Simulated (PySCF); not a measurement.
**SiHBr (SMILES [SiH]Br) at 5 levels**

Aim: a comparison of 5 runs (HF/STO-3G, PBE0/6-31G, PBE0/def2-SVP, TPSSh/def2-SVP, B3LYP/6-31G*) of SiHBr. Input form: a Python script.

The results are computed with PySCF 2.14.0.

## (1) The structure to begin with

SiHBr has 3 atoms, charge 0, and is taken as a singlet. SMILES: `[SiH]Br`. Geometry: relaxed at PBE0-D4/def2-TZVP.

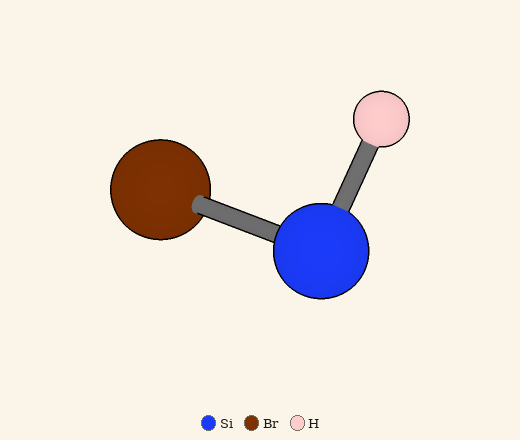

The structure, seen from a chosen angle (silicon blue, bromine brown, hydrogen pink).

## (2) Energy and forces at HF/STO-3G (run 1)

calc.py

```python
import pyscf.grad
from pyscf import gto

system = gto.M(
    atom=[
    ('Si', (-0.624700, 0.521900, -0.296100)),
    ('Br', (1.340900, 0.401500, 0.781400)),
    ('H', (-0.727100, -0.988300, -0.498600)),
],
    basis='sto-3g',
    max_memory=1860,
    verbose=4,
)

mf = system.RHF()
mf.conv_tol = 1e-10
mf.kernel()
if not mf.converged:
    mf = mf.newton().run(mf.mo_coeff, mf.mo_occ)

e_final = mf.e_tot
print('E(%s) = %.9f' % ('HF', e_final))
grad = mf.Gradients().kernel()
dip = mf.dip_moment()
pop, q = mf.mulliken_pop()
```

Started as:

```console
$ OMP_NUM_THREADS=1 python calc.py
```

Log:

```text
PySCF version 2.14.0

[INPUT] num. atoms = 3
[INPUT] num. electrons = 50
[INPUT] charge = 0
[INPUT] spin (= nelec alpha-beta = 2S) = 0
[INPUT] symmetry False subgroup None
[INPUT] Mole.unit = angstrom
[INPUT] Symbol           X                Y                Z      unit          X                Y                Z       unit  Magmom
[INPUT]  1 Si    -0.624700000000   0.521900000000  -0.296100000000 AA   -1.180511910016   0.986248064411  -0.559547905484 Bohr   0.0
[INPUT]  2 Br     1.340900000000   0.401500000000   0.781400000000 AA    2.533933760429   0.758725039013   1.476631993735 Bohr   0.0
[INPUT]  3 H     -0.727100000000  -0.988300000000  -0.498600000000 AA   -1.374019865171  -1.867616328908  -0.942217445708 Bohr   0.0

nuclear repulsion = 126.973584231117
number of shells = 14
number of NR pGTOs = 84
number of NR cGTOs = 28
basis = sto-3g
ecp = {}

[... 37 lines left out ...]
converged SCF energy = -2830.83146842985
[... 4 lines left out ...]
--------------- RHF gradients ---------------
         x                y                z
0 Si    -0.0027328387     0.0293359737     0.0013172017
1 Br     0.0056063692     0.0003194345     0.0031372683
2 H    -0.0028735305    -0.0296554082    -0.0044544700
----------------------------------------------
Dipole moment(X, Y, Z, Debye): -2.20696,  0.05408, -1.21763
 ** Mulliken pop  **
pop of  0 Si 1s           1.99988
pop of  0 Si 2s           1.99609
pop of  0 Si 3s           1.80783
pop of  0 Si 2px          1.96035
pop of  0 Si 2py          1.97074
pop of  0 Si 2pz          1.95457
pop of  0 Si 3px          0.55244
pop of  0 Si 3py          0.97979
pop of  0 Si 3pz          0.26068
pop of  1 Br 1s           2.00000
pop of  1 Br 2s           1.99985
pop of  1 Br 3s           1.99963
pop of  1 Br 4s           1.96830
pop of  1 Br 2px          1.99987
pop of  1 Br 2py          2.00000
pop of  1 Br 2pz          1.99994
pop of  1 Br 3px          1.99271
pop of  1 Br 3py          1.99978
pop of  1 Br 3pz          1.99679
pop of  1 Br 4px          1.56972
pop of  1 Br 4py          1.98762
pop of  1 Br 4pz          1.80361
pop of  1 Br 3dxy         1.99997
pop of  1 Br 3dyz         1.99999
pop of  1 Br 3dz^2        1.99995
pop of  1 Br 3dxz         1.99959
pop of  1 Br 3dx2-y2      1.99967
pop of  2 H 1s            1.20064
 ** Mulliken atomic charges  **
charge of    0Si =      0.51761
charge of    1Br =     -0.31697
charge of    2H =     -0.20064
```

It took 1.9 s on 1 thread of Intel Xeon at 2.70GHz, shared host; peak memory 0.12 GiB.

## (3) Energy and gradient at PBE0/6-31G (run 2)

calc.py

```python
from pyscf import gto, dft

mol = gto.M(
    atom='''
Si    -1.180512     0.986248    -0.559548
Br     2.533934     0.758725     1.476632
H     -1.374020    -1.867616    -0.942217
''',
    unit='bohr',
    spin=0,
    verbose=4,
    max_memory=1860,
    basis='6-31g',
)

mf = dft.RKS(mol)
mf.xc = 'pbe0'
mf.conv_tol = 1e-10
mf.grids.level = 5
mf.kernel()
if not mf.converged:
    mf = mf.newton().run(mf.mo_coeff, mf.mo_occ)

e_tot = mf.e_tot
print('E = %.10f Eh' % e_tot)
grad = mf.nuc_grad_method().kernel()
dip = mf.dip_moment()
pop, q = mf.mulliken_pop()
```

Started as:

```console
$ OMP_NUM_THREADS=1 python calc.py
```

Log:

```text
PySCF version 2.14.0

[INPUT] num. atoms = 3
[INPUT] num. electrons = 50
[INPUT] charge = 0
[INPUT] spin (= nelec alpha-beta = 2S) = 0
[INPUT] symmetry False subgroup None
[INPUT] Mole.unit = bohr
[INPUT] Symbol           X                Y                Z      unit          X                Y                Z       unit  Magmom
[INPUT]  1 Si    -0.624700047618   0.521899965915  -0.296100050016 AA   -1.180512000000   0.986248000000  -0.559548000000 Bohr   0.0
[INPUT]  2 Br     1.340900126775   0.401499979355   0.781400003315 AA    2.533934000000   0.758725000000   1.476632000000 Bohr   0.0
[INPUT]  3 H     -0.727100071348  -0.988299825950  -0.498599764141 AA   -1.374020000000  -1.867616000000  -0.942217000000 Bohr   0.0

nuclear repulsion = 126.973575996061
number of shells = 20
number of NR pGTOs = 140
number of NR cGTOs = 42
basis = 6-31g
ecp = {}

[... 50 lines left out ...]
converged SCF energy = -2863.38570016899
[... 11 lines left out ...]
Dipole moment(X, Y, Z, Debye): -1.32804, -0.55815, -0.78973
[... 7 lines left out ...]
pop of  0 Si 2pz          1.98464
pop of  0 Si 3px          0.43252
pop of  0 Si 3py          0.77097
pop of  0 Si 3pz          0.22526
pop of  0 Si 4px          0.04274
pop of  0 Si 4py          0.19917
pop of  0 Si 4pz          0.05810
pop of  1 Br 1s           1.99997
pop of  1 Br 2s           1.99949
pop of  1 Br 3s           1.99900
pop of  1 Br 4s           1.60651
pop of  1 Br 5s           0.37945
pop of  1 Br 2px          1.99974
pop of  1 Br 2py          1.99979
pop of  1 Br 2pz          1.99976
pop of  1 Br 3px          1.99436
pop of  1 Br 3py          1.99597
pop of  1 Br 3pz          1.99486
pop of  1 Br 4px          1.17617
pop of  1 Br 4py          1.39890
pop of  1 Br 4pz          1.22958
pop of  1 Br 5px          0.37538
pop of  1 Br 5py          0.58416
pop of  1 Br 5pz          0.50462
pop of  1 Br 3dxy         1.39472
pop of  1 Br 3dyz         1.39529
pop of  1 Br 3dz^2        1.39454
pop of  1 Br 3dxz         1.39359
pop of  1 Br 3dx2-y2      1.39442
pop of  1 Br 4dxy         0.60527
pop of  1 Br 4dyz         0.60471
pop of  1 Br 4dz^2        0.60543
pop of  1 Br 4dxz         0.60610
pop of  1 Br 4dx2-y2      0.60531
pop of  2 H 1s            0.50006
pop of  2 H 2s            0.65010
 ** Mulliken atomic charges  **
charge of    0Si =      0.38726
charge of    1Br =     -0.23710
charge of    2H =     -0.15015
```

Run time: 14 s. Hardware: 1 thread of Intel Xeon at 2.70GHz, shared host; peak memory 0.45 GiB.

Runs 3 to 4 aren't shown in full; the table further down has their settings and results.

## (4) Energy and forces at B3LYP/6-31G(d) (Cartesian functions) (run 5)

input.py

```python
import pyscf.grad
from pyscf import gto, dft

mol = gto.M(
    atom='''
Si  -0.624700   0.521900  -0.296100
Br   1.340900   0.401500   0.781400
H   -0.727100  -0.988300  -0.498600
''',
    verbose=4,
    max_memory=1860,
    basis='6-31g*',
    charge=0,
    cart=True,
)

ks = dft.RKS(mol, xc='b3lyp')
ks.grids.level = 5
ks.conv_tol = 1e-10
ks.kernel()
if not ks.converged:
    ks = ks.newton().run(ks.mo_coeff, ks.mo_occ)

e_tot = ks.e_tot
print('E(%s) = %.9f' % ('B3LYP', e_tot))
grad = ks.Gradients().kernel()
ks.analyze()
```

Started as:

```console
$ OMP_NUM_THREADS=1 python input.py
```

Log:

```text
PySCF version 2.14.0

[INPUT] num. atoms = 3
[INPUT] num. electrons = 50
[INPUT] charge = 0
[INPUT] spin (= nelec alpha-beta = 2S) = 0
[INPUT] symmetry False subgroup None
[INPUT] Mole.unit = angstrom
[INPUT] Cartesian GTO integrals (6d 10f)
[INPUT] Symbol           X                Y                Z      unit          X                Y                Z       unit  Magmom
[INPUT]  1 Si    -0.624700000000   0.521900000000  -0.296100000000 AA   -1.180511910016   0.986248064411  -0.559547905484 Bohr   0.0
[INPUT]  2 Br     1.340900000000   0.401500000000   0.781400000000 AA    2.533933760429   0.758725039013   1.476631993735 Bohr   0.0
[INPUT]  3 H     -0.727100000000  -0.988300000000  -0.498600000000 AA   -1.374019865171  -1.867616328908  -0.942217445708 Bohr   0.0

nuclear repulsion = 126.973584231117
number of shells = 22
number of NR pGTOs = 156
number of NR cGTOs = 56
basis = 6-31g*
ecp = {}

[... 67 lines left out ...]
Nuclear Repulsion Energy =             126.973584231116746
[... 7 lines left out ...]
MO #2   energy= -66.1853624615912  occ= 2
[... 5 lines left out ...]
MO #8   energy= -6.53646061307787  occ= 2
[... 5 lines left out ...]
MO #14  energy= -3.68353412970546  occ= 2
[... 5 lines left out ...]
MO #20  energy= -0.786096137023108 occ= 2
[... 5 lines left out ...]
MO #26  energy= -0.120101933779736 occ= 0
[... 5 lines left out ...]
MO #32  energy= 0.235521289849989  occ= 0
[... 5 lines left out ...]
MO #38  energy= 0.458673043543595  occ= 0
[... 5 lines left out ...]
MO #44  energy= 0.754598258719     occ= 0
[... 5 lines left out ...]
MO #50  energy= 4.7030546295084    occ= 0
[... 5 lines left out ...]
MO #56  energy= 90.3409138534649   occ= 0
[... 23 lines left out ...]
pop of  1 Br 3s           1.84668
pop of  1 Br 4s           0.33852
pop of  1 Br 5s           0.00221
pop of  1 Br 2px          2.00000
pop of  1 Br 2py          2.00000
pop of  1 Br 2pz          2.00000
pop of  1 Br 3px          1.99984
pop of  1 Br 3py          1.99991
pop of  1 Br 3pz          1.99986
pop of  1 Br 4px          1.55894
pop of  1 Br 4py          1.97041
pop of  1 Br 4pz          1.72436
pop of  1 Br 5px          0.00379
pop of  1 Br 5py          0.00157
pop of  1 Br 5pz          0.00120
pop of  1 Br 3dxx         1.94538
pop of  1 Br 3dxy         1.99986
pop of  1 Br 3dxz         1.99983
pop of  1 Br 3dyy         1.94492
pop of  1 Br 3dyz         1.99987
pop of  1 Br 3dzz         1.94524
pop of  1 Br 4dxx         0.00327
pop of  1 Br 4dxy         0.00190
pop of  1 Br 4dxz         0.00457
pop of  1 Br 4dyy         0.00147
pop of  1 Br 4dyz         0.00069
pop of  1 Br 4dzz         0.00125
pop of  1 Br 5dxx         0.00134
pop of  1 Br 5dxy         0.00009
pop of  1 Br 5dxz         0.00014
pop of  1 Br 5dyy         0.00077
pop of  1 Br 5dyz         0.00003
pop of  1 Br 5dzz         0.00094
pop of  2  H 1s           1.09569
pop of  2  H 2s           0.00287
 ** Mulliken atomic charges  **
charge of    0Si =      0.38413
charge of    1Br =     -0.28557
charge of    2H =     -0.09856
Dipole moment(X, Y, Z, Debye): -1.04721, -0.31967, -0.61110
```

Wall time 15 s (1 thread of Intel Xeon at 2.70GHz, shared host); peak memory 0.56 GiB.

## (5) The series

```csv
run,level,integration grid,Cartesian functions,energy (Eh),dipole moment (D),HOMO energy (eV),LUMO energy (eV),wall time
1,HF/STO-3G,–,no,-2830.831468,2.52,-6.62,4.96,1.9 s
2,PBE0/6-31G,5,no,-2863.385700,1.64,-7.03,-3.40,14 s
3,PBE0/def2-SVP,5,no,-2863.407575,1.00,-6.92,-3.07,18 s
4,TPSSh/def2-SVP,5,no,-2863.763787,0.92,-6.42,-3.51,18 s
5,B3LYP/6-31G* (Cartesian functions),5,yes,-2863.965692,1.25,-6.77,-3.27,15 s
```

## (6) Outcome

| quantity | value |
| --- | --- |
| run 5: total energy | -2863.96569 Eh |
| run 5: dipole moment | 1.25 D |
| run 5: HOMO energy | -6.77 eV |
| run 5: LUMO energy | -3.27 eV |
| run 5: HOMO–LUMO gap | 3.50 eV |
| run 5: largest force on an atom | 0.474 eV/Å |

What this shows: The dipole moment (its size) runs from 0.92 D (TPSSh/def2-SVP) to 2.52 D (HF/STO-3G). The two ends differ in method and basis. The HOMO–LUMO gap runs from 2.91 eV (TPSSh/def2-SVP) to 11.58 eV (HF/STO-3G). Totals of different functionals can't be ranked against each other. In run 1 the basis is minimal, so the values are rough. All runs together took 67 s, the longest 18 s.
